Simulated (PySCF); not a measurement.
**CH8N2Si2: density, localisation and related maps**

```xyz
13

C     0.4305   -1.1285    0.6615
N    -0.0154   -0.1407   -0.1718
Si   -0.3046    1.5820    0.1819
Si   -0.2443   -0.9749   -1.7228
N     0.6840   -0.7661    1.9083
H    -1.3314    1.7385    1.2583
H     0.9503    2.2427    0.6577
H    -0.7782    2.2239   -1.0721
H     1.0398   -1.5200   -2.2410
H    -1.2693   -2.0488   -1.6149
H    -0.7415    0.0591   -2.6908
H     0.5753    0.1789    2.2913
H     1.0150   -1.4634    2.5616
```

Geometry: PBE0-D3(BJ)/def2-SVP.

Method: PBE0/pcSseg-2, SCF density, gas phase, non-relativistic in PySCF 2.14.0.

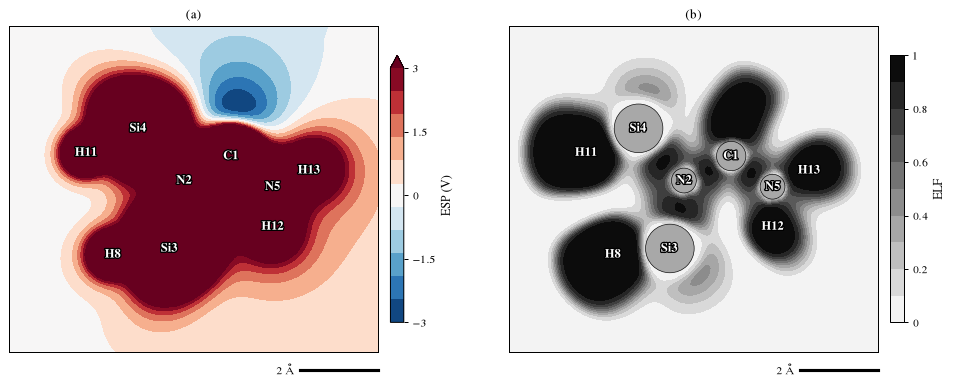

Figure 1. (a) molecular electrostatic potential; (b) electron localisation function on the plane of atoms C1, N5 and H12. Grey discs cover the atomic cores in the ELF map.

What does the map show?

Answer. The section cuts through C, N, Si and H sites.
C–N (1.32 Å): the ELF peaks at about 0.90 between the atoms; localised, covalent bonding.
Si–N (1.78 Å): the ELF peaks at about 0.90 between the atoms, as expected for a polar covalent bond.
N–H (1.01 Å): the ELF climbs to about 1 towards the hydrogen, as it does in any bond to H; an ordinary covalent bond to hydrogen.
C–N (1.37 Å): the ELF peaks at about 0.90 between the atoms, as expected for localised, covalent bonding.
Si–H (1.49 Å): the ELF climbs to about 1 towards the hydrogen.
The ELF also peaks beside C1, away from the bonds: lone-pair regions.
Outside the dense part of the molecule the potential is most negative (−3.0 V) near C1.

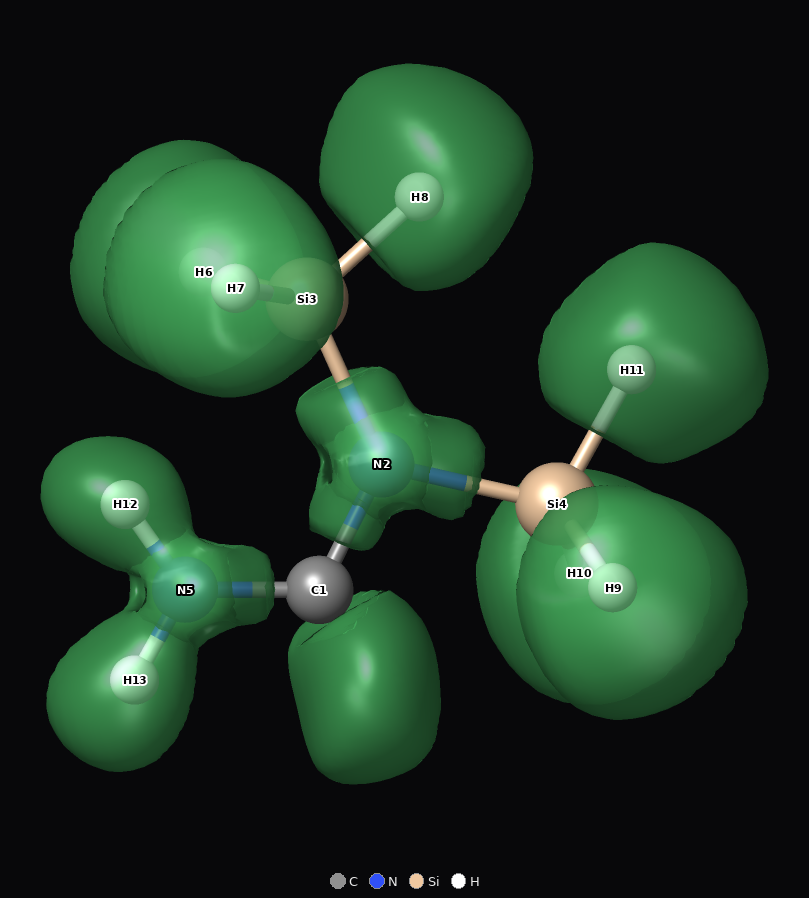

Figure 2. Isosurface of the ELF at 0.75 (green), seen at a tilt. Core shells and regions of very low density are left out.

Identify the bonds, lone pairs and shells in this picture.

Answer. The ELF exceeds this value in six regions around hydrogen nuclei, one region on N in which the atom's valence shell and bonds are merged, one lobe on C, pointing away from the bonds (lone pairs) and one joined region spread over several atoms (H, N), in which their bonds and any lone pairs are merged.

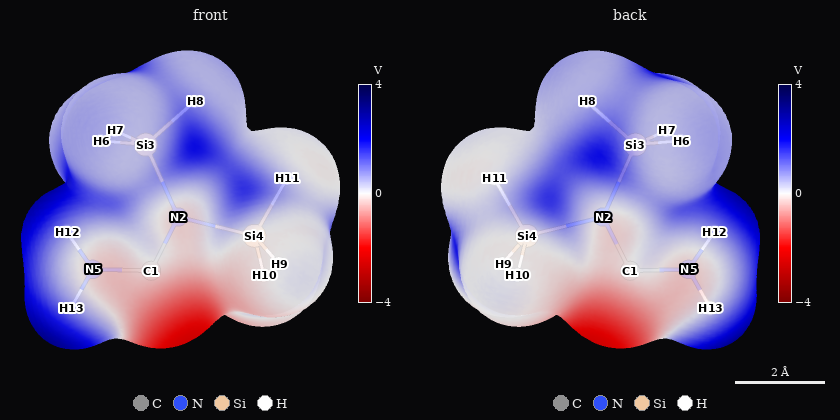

Figure 3. The electrostatic potential painted on the density surface at 0.004 e/bohr³, seen from the front and from behind; red is negative and blue positive.

Describe the electrostatic potential map.

Answer. The most negative region (about −2.3 V) lies over C1, the most positive (about +3.0 V) over H13.
